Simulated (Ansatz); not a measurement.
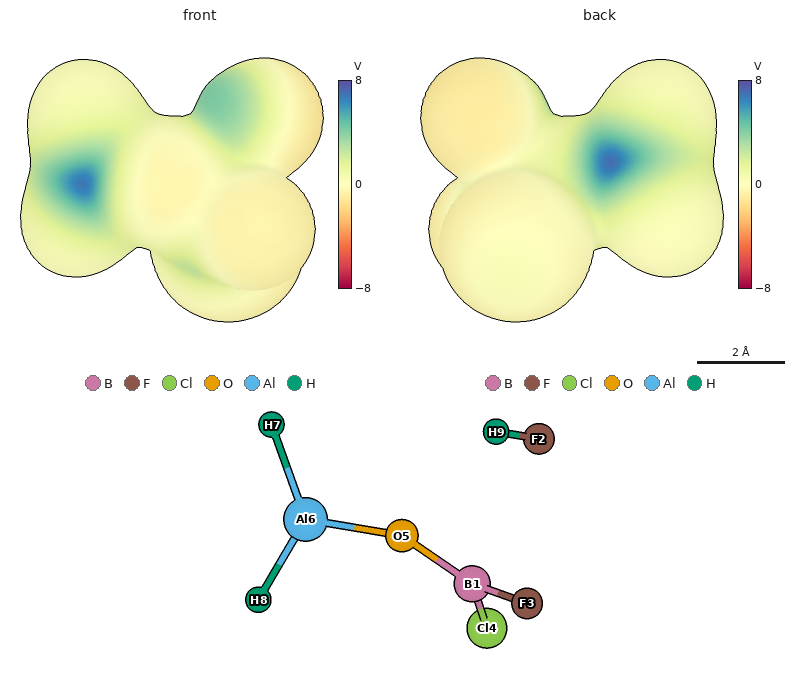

AlBClFH$_{2}$O···HF. The molecular electrostatic potential painted on the density surface at 0.004 e/bohr³, seen from the front and from behind; red is negative and blue positive. The bare structure is drawn below in the same view.

Not at a stationary point (largest force 1.2 eV/Å).

Computed with RKS PBE0-D4/6-31G* (Ansatz 0.2.0).

| atom | x (Å) | y (Å) | z (Å) |
| --- | --- | --- | --- |
| B | -0.1579 | -0.2807 | -0.4461 |
| F | -0.0345 | -0.3149 | 2.0707 |
| F | 0.8767 | 0.5344 | -0.4993 |
| Cl | -1.7731 | 0.3849 | -0.7345 |
| O | 0.0364 | -1.6277 | -0.2781 |
| Al | -0.9616 | -3.0158 | -0.5686 |
| H | -0.8274 | -4.1537 | 0.5279 |
| H | -1.7842 | -3.0693 | -1.9210 |
| H | 0.4976 | -1.0277 | 1.7948 |

Question: Describe the electrostatic potential map.

Answer: The most negative region (about −1.1 V, or −25 kcal/mol for a unit charge) lies over F2, the most positive (about +6.4 V, or +148 kcal/mol for a unit charge) over Al6. Cl4 shows a σ-hole: about +0.4 V, or +9 kcal/mol for a unit charge at the tip opposite its bond, against about −0.3 V on its flanks.
